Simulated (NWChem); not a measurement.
**CH5ClOSi (SMILES C[SiH](O)Cl) at 4 levels**

Aim: a comparison of 4 runs (HF/STO-3G, HF/3-21G, B3LYP/6-31G*) of CH5ClOSi. 

The results are computed with NWChem 7.3.0.

## Step 1: The structure to begin with

CH5ClOSi has 9 atoms, charge 0, and is taken as a singlet. As SMILES, `C[SiH](O)Cl`. The coordinates come from a PBE0-D4/def2-TZVP relaxation. This is one conformer, not always the lowest.

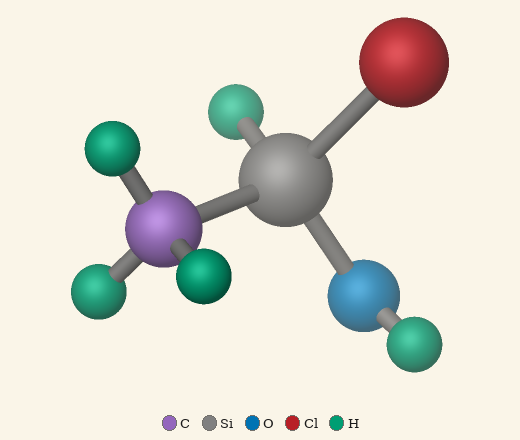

The structure, seen from a chosen angle (carbon purple, silicon grey, oxygen blue, chlorine red, hydrogen teal).

## Step 2: Energy and gradient at HF/STO-3G (run 1)

input.nw

```
start input
title "CH5ClOSi hf"
memory 2200 mb

geometry noautosym nocenter noautoz
  C    -0.641500    0.901700   -0.409300
  Si    0.027400   -0.687800    0.266100
  O     1.352500   -0.484900    1.204600
  Cl    0.486800   -1.901400   -1.341000
  H    -1.541000    0.716400   -1.000900
  H    -0.897100    1.581200    0.407800
  H     0.090600    1.394200   -1.054100
  H    -0.945300   -1.408100    1.111900
  H     2.156100   -0.157700    0.797700
end

basis spherical bse
  * library STO-3G
end

scf
  thresh 1e-08
  maxiter 80
end

task scf gradient
```

Launch:

```console
$ nwchem input.nw > input.out
```

Output:

```text
[...]
  functions       =    33
[...]
  wavefunction    = RHF
[...]
         Total SCF energy =   -854.433507067625
      One-electron energy =  -1631.575159507564
      Two-electron energy =    552.940868632312
 Nuclear repulsion energy =    224.200783807627
        Time for solution =      2.3s
[...]
                         RHF ENERGY GRADIENTS
    atom               coordinates                        gradient
                 x          y          z           x          y          z
   1 C      -1.212259   1.703966  -0.773465    0.002990  -0.006367   0.004737
   2 Si      0.051778  -1.299754   0.502856    0.023900   0.005342  -0.021936
   3 O       2.555854  -0.916328   2.276364    0.012351   0.011883  -0.030031
   4 Cl      0.919919  -3.593125  -2.534123   -0.003476   0.009296   0.012057
   5 H      -2.912068   1.353800  -1.891427   -0.007263  -0.003153  -0.005264
   6 H      -1.695273   2.988035   0.770630   -0.001694   0.004897   0.007866
   7 H       0.171209   2.634656  -1.991960    0.007237   0.002831  -0.005775
   8 H      -1.786358  -2.660923   2.101186   -0.017931  -0.014394   0.017407
   9 H       4.074438  -0.298010   1.507434   -0.016115  -0.010334   0.020938
[...]
```

Wall time 4.5 s (1 thread of AMD EPYC 7R43 (Zen 3), shared host); peak memory 0.094 GiB.

## Step 3: Energy and forces at HF/3-21G (run 2)

calc.nw

```
start calc
title "CH5ClOSi hf"
memory total 2200 mb

geometry noautosym nocenter noautoz
  C     -0.641500     0.901700    -0.409300
  Si     0.027400    -0.687800     0.266100
  O      1.352500    -0.484900     1.204600
  Cl     0.486800    -1.901400    -1.341000
  H     -1.541000     0.716400    -1.000900
  H     -0.897100     1.581200     0.407800
  H      0.090600     1.394200    -1.054100
  H     -0.945300    -1.408100     1.111900
  H      2.156100    -0.157700     0.797700
end

basis spherical bse
  * library 3-21G
end

scf
  thresh 1e-08
  maxiter 80
  noprint "final vectors analysis"
end

task scf gradient
```

Launch:

```console
$ nwchem calc.nw > calc.out
```

Output:

```text
[...]
  functions       =    54
[...]
  wavefunction    = RHF
[...]
         Total SCF energy =   -859.802841048763
      One-electron energy =  -1634.916377135348
      Two-electron energy =    550.912752278958
 Nuclear repulsion energy =    224.200783807627
        Time for solution =      2.3s
[...]
                         RHF ENERGY GRADIENTS
    atom               coordinates                        gradient
                 x          y          z           x          y          z
   1 C      -1.212259   1.703966  -0.773465    0.005381  -0.013178   0.008048
   2 Si      0.051778  -1.299754   0.502856    0.035983  -0.005477  -0.033750
   3 O       2.555854  -0.916328   2.276364   -0.017950  -0.003292  -0.003639
   4 Cl      0.919919  -3.593125  -2.534123   -0.009294   0.024887   0.033684
   5 H      -2.912068   1.353800  -1.891427   -0.004075  -0.002306  -0.002595
   6 H      -1.695273   2.988035   0.770630   -0.000996   0.002539   0.004787
   7 H       0.171209   2.634656  -1.991960    0.004832   0.000195  -0.002450
   8 H      -1.786358  -2.660923   2.101186   -0.001360  -0.000843   0.003473
   9 H       4.074438  -0.298010   1.507434   -0.012521  -0.002525  -0.007558
[...]
```

Run time: 4.5 s. Hardware: 1 thread of AMD EPYC 7R43 (Zen 3), shared host; peak memory 0.094 GiB.

Run 3 isn't shown in full; the table further down has it.

## Step 4: Energy and forces at B3LYP/6-31G(d) (Cartesian functions) (run 4)

struct.nw

```
start struct
title "CH5ClOSi"
memory 2200 mb

geometry units bohr noautosym nocenter noautoz
  C   -1.21225931   1.70396605  -0.77346490
  Si   0.05177850  -1.29975363   0.50285612
  O    2.55585458  -0.91632820   2.27636409
  Cl   0.91991868  -3.59312525  -2.53412273
  H   -2.91206796   1.35379980  -1.89142688
  H   -1.69527331   2.98803495   0.77063031
  H    0.17120919   2.63465616  -1.99196031
  H   -1.78635811  -2.66092336   2.10118648
  H    4.07443850  -0.29800981   1.50743453
end

basis
  * library 6-31G*
end

dft
  xc b3lyp
  grid xfine
  convergence energy 1e-08
  iterations 100
  mulliken
  print medium
end

task dft gradient
```

Launch:

```console
$ nwchem struct.nw > struct.out
```

Output:

```text
[...]
          Wavefunction type:  closed shell.
          No. of atoms     :     9
          No. of electrons :    50
[...]
          Charge           :     0
          Spin multiplicity:     1
[...]
          AO basis - number of functions:    78
[...]
              XC Information
              --------------
                         B3LYP Method XC Potential
                     Hartree-Fock (Exact) Exchange  0.200
                        Slater Exchange Functional  0.800 local
                    Becke 1988 Exchange Functional  0.720 non-local
              Lee-Yang-Parr Correlation Functional  0.810
                  VWN I RPA Correlation Functional  0.190 local
[...]
 d= 0,ls=0.0,diis     1   -866.0621960270 -1.09D+03  1.53D-02  7.94D-01     4.4
[...]
 d= 0,ls=0.0,diis     8   -866.1314091738 -4.08D-09  4.30D-06  1.73D-07    30.0
         Total DFT energy =     -866.131409173839
      One electron energy =    -1641.137795256560
           Coulomb energy =      615.992846734974
    Exchange-Corr. energy =      -65.187228443928
 Nuclear repulsion energy =      224.200767791674
[...]
      Total Density - Mulliken Population Analysis
     ---------------------------------------------
    Atom       Charge   Shell Charges
 -----------   ------   -------------------------------------------------------
    1 C    6     6.67   1.99  0.67  2.15  0.67  1.17  0.02
    2 Si  14    13.27   2.00  1.99  5.96  1.01  1.68  0.11  0.27  0.25
    3 O    8     8.67   1.99  0.90  2.96  0.90  1.88  0.04
    4 Cl  17    17.29   2.00  1.99  5.97  1.45  3.65  0.56  1.69 -0.03
    5 H    1     0.81   0.52  0.30
    6 H    1     0.82   0.52  0.30
    7 H    1     0.82   0.52  0.30
    8 H    1     1.07   0.52  0.55
    9 H    1     0.57   0.47  0.10
[...]
  wavefunction    = closed shell
                         DFT ENERGY GRADIENTS
    atom               coordinates                        gradient
                 x          y          z           x          y          z
   1 C      -1.212259   1.703966  -0.773465    0.001207  -0.002158   0.001457
   2 Si      0.051779  -1.299754   0.502856    0.008919   0.001279  -0.002618
   3 O       2.555855  -0.916328   2.276364   -0.002912   0.001888  -0.011494
   4 Cl      0.919919  -3.593125  -2.534123   -0.001791   0.006149   0.007897
   5 H      -2.912068   1.353800  -1.891427    0.001922  -0.000584   0.001320
   6 H      -1.695273   2.988035   0.770630    0.000675  -0.001749  -0.001086
   7 H       0.171209   2.634656  -1.991960   -0.000701  -0.001774   0.001339
   8 H      -1.786358  -2.660923   2.101186    0.000111   0.000143  -0.000271
   9 H       4.074439  -0.298010   1.507435   -0.007430  -0.003194   0.003456
[...]
```

It took 44 s on 1 thread of AMD EPYC 7R43 (Zen 3), shared host; peak memory 0.14 GiB.

## Step 5: Overview of the runs

```tsv
run	level	iteration cap	module	energy (Eh)	dipole moment (D)	HOMO energy (eV)	LUMO energy (eV)	wall time
1	HF/STO-3G	80	scf	-854.433507	2.69	-9.79	9.84	4.5 s
2	HF/3-21G	80	scf	-859.802841	2.99	–	–	4.5 s
3	B3LYP/6-31G* (spherical functions)	100	dft	-866.124331	2.29	-8.24	0.91	41 s
4	B3LYP/6-31G* (Cartesian functions)	100	dft	-866.131409	2.29	-8.24	0.86	44 s
```

## Step 6: Results

| quantity | value |
| --- | --- |
| run 4: total energy | -866.13141 Eh |
| run 4: dipole moment | 2.29 D |
| run 4: HOMO energy | -8.24 eV |
| run 4: LUMO energy | 0.86 eV |
| run 4: HOMO–LUMO gap | 9.10 eV |
| run 4: largest force on an atom | 0.617 eV/Å |

**Reading.** The dipole moment (its size) runs from 2.29 D (B3LYP/6-31G*) to 2.99 D (HF/3-21G). The two ends differ in method and basis. Over runs 1, 3, 4 the HOMO–LUMO gap runs from 9.10 eV (B3LYP/6-31G*) to 19.63 eV (HF/STO-3G). In run 1 the basis is minimal, so the values are rough. All runs together took 95 s, the longest 44 s.
